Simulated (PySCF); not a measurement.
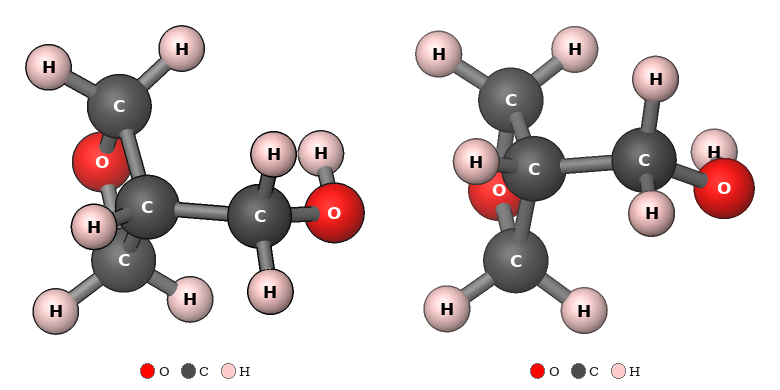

Two views of one molecule.

Computed geometry: GFN2-xTB optimisation. No frequency run is at hand to confirm it as a minimum.

What does the picture show?

The molecule is C₄H₈O₂. SMILES: `OCC1COC1`. Independent rings (smallest set): 1 of 4 members. Among its groups: alcohol, ether. Coordination, clear cases only: 2 O bent; 1 C tetrahedral.

More results for the same structure follow; atom numbers are the same in all pictures, views and colours differ.

Shape

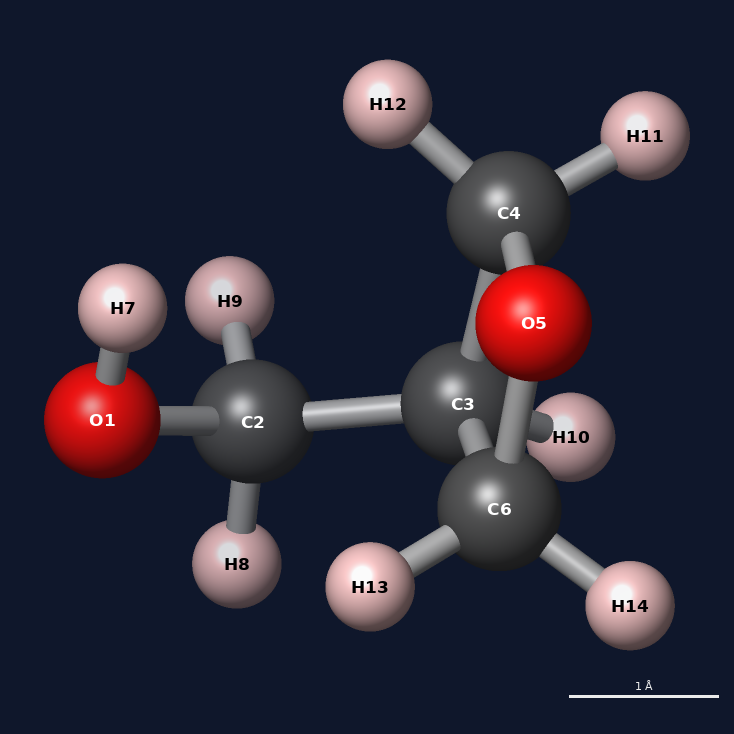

Numbered structure. No frequency run is at hand to confirm it as a minimum.

Estimate the angles O1–C2–H9, C2–C3–C4, C2–C3–C6, C3–C2–H9, C3–C4–H12, C3–C6–O5, C3–C6–H13, C4–O5–C6, O5–C4–H11, O5–C4–H12, O5–C6–H13, C6–C3–H10.

```
    angle  degrees
 O1–C2–H9    110.7
 C2–C3–C4    116.3
 C2–C3–C6    115.9
 C3–C2–H9    108.6
C3–C4–H12    116.2
 C3–C6–O5     91.5
C3–C6–H13    114.8
 C4–O5–C6     92.4
O5–C4–H11    111.8
O5–C4–H12    112.1
O5–C6–H13    111.8
C6–C3–H10    115.0
```

NMR shielding

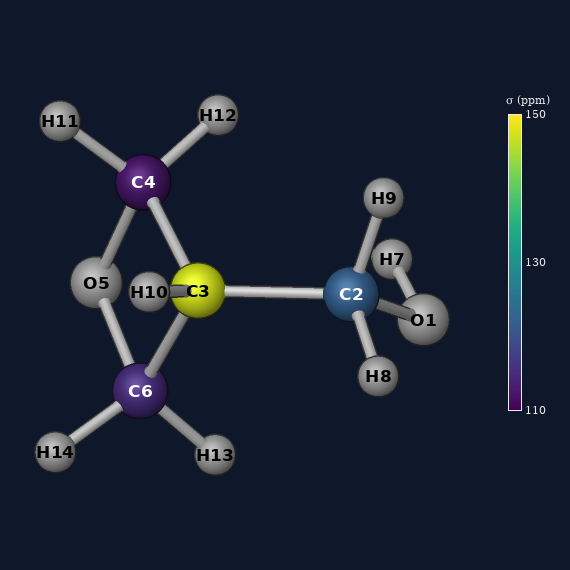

Atoms are coloured by their isotropic NMR shieldings (C only, the others grey). No frequency run is at hand to confirm it as a minimum. Level of theory: GIAO PBE0/pcSseg-1 NMR shielding, non-relativistic, gas phase (PySCF 2.14.0).

List the isotropic NMR shieldings of the C atoms.

```tsv
atom	σ (ppm)
C2	122.1
C3	147.3
C4	112.5
C6	115.0
```

Polarisability

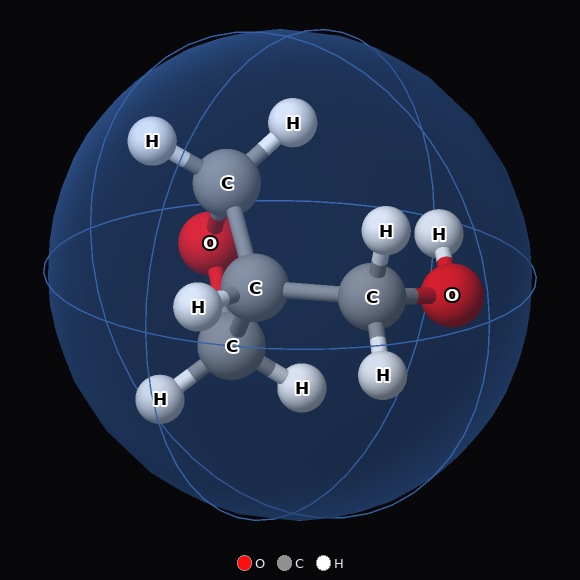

The ellipsoid shows the static dipole polarisability: its half-axes are proportional to the principal values. No frequency run is at hand to confirm it as a minimum. Method: PBE0/def2-SVPD (PySCF 2.14.0).

**How large and how anisotropic is the polarisability?**

Principal values 51.6, 55.8, 56.7 bohr³; mean 54.7 bohr³ (8.10 Å³); anisotropy 4.7 bohr³, so the longest axis is 1.10 times the shortest.

Charges

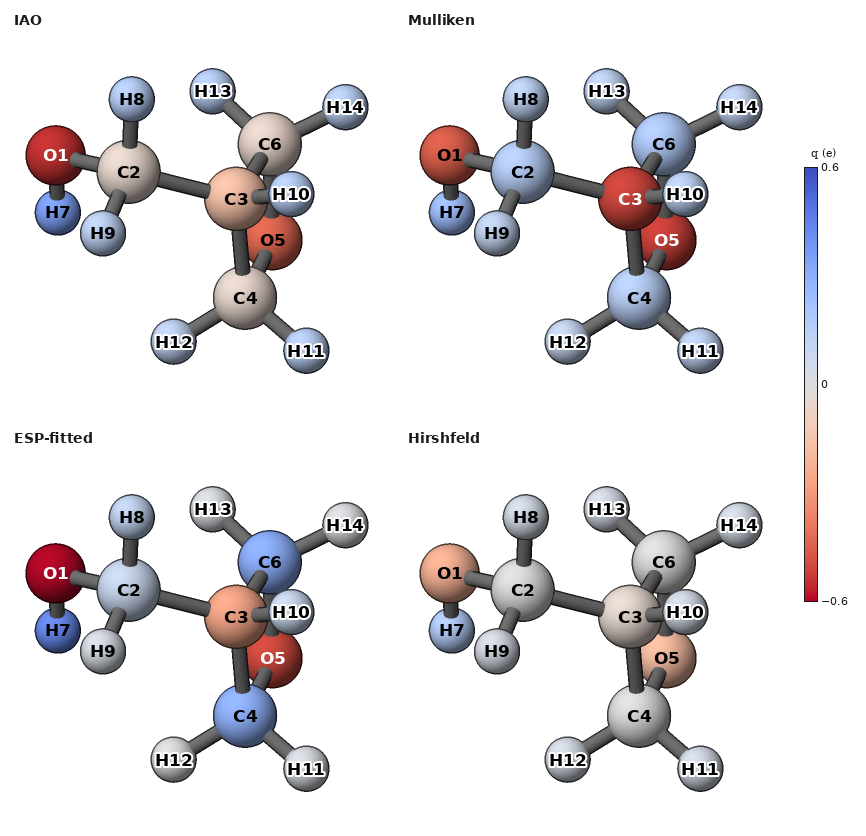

Atomic charges of one calculation by 4 schemes, on one colour scale. No frequency run is at hand to confirm it as a minimum. Computed with PBE0/pcSseg-1 (PySCF 2.14.0).

**On which atom do the schemes disagree most?**

On C3 (from −0.51 to −0.04 e).

List the charges (e), one line for each set of equivalent atoms.

| atom | IAO | Mulliken | ESP-fitted | Hirshfeld |
| --- | --- | --- | --- | --- |
| O1 | −0.54 | −0.45 | −0.59 | −0.22 |
| C2 | −0.05 | 0.15 | 0.08 | 0.00 |
| C3 | −0.16 | −0.51 | −0.25 | −0.04 |
| C4 | −0.05 | 0.15 | 0.28 | 0.00 |
| O5 | −0.43 | −0.52 | −0.49 | −0.18 |
| C6 | −0.05 | 0.17 | 0.29 | 0.00 |
| H7 | 0.35 | 0.23 | 0.42 | 0.16 |
| H8 | 0.15 | 0.12 | 0.11 | 0.05 |
| H9 | 0.12 | 0.11 | 0.03 | 0.03 |
| H10 | 0.14 | 0.12 | 0.08 | 0.05 |
| H11 | 0.14 | 0.11 | 0.02 | 0.04 |
| H12 | 0.12 | 0.09 | 0.00 | 0.04 |
| H13 | 0.14 | 0.11 | 0.01 | 0.04 |
| H14 | 0.13 | 0.11 | 0.01 | 0.04 |

Ring current

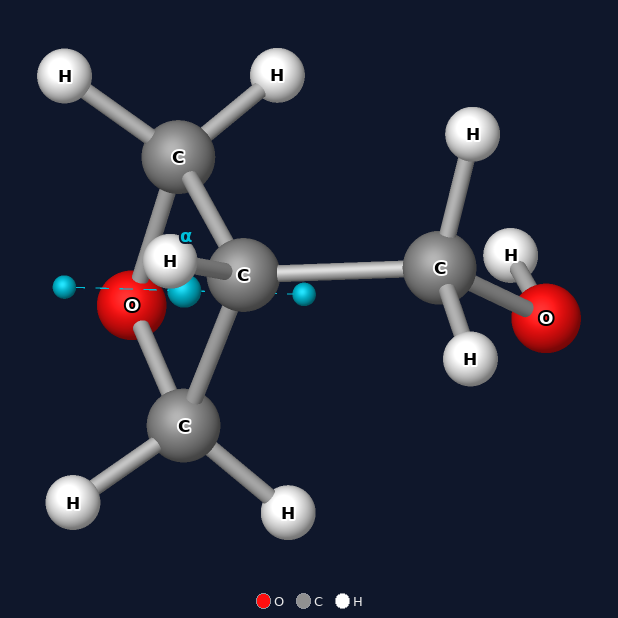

The small points mark where nucleus-independent chemical shifts (NICS) were computed: at the centre of each lettered ring and 1 Å above and below it. No frequency run is at hand to confirm it as a minimum. Method: GIAO PBE0/pcSseg-1 NMR shielding, non-relativistic, gas phase (PySCF 2.14.0).

Give NICS(0), NICS(1) and the out-of-plane component NICS(1)zz for each ring (means of the two sides).

| ring | members | NICS(0) | NICS(1) | NICS(1)zz |
| --- | --- | --- | --- | --- |
| α | C3O | 0.1 | 1.4 | 2.9 |

Values in ppm.

Mulliken values depend strongly on the basis set and can even reverse the polarity of a bond.
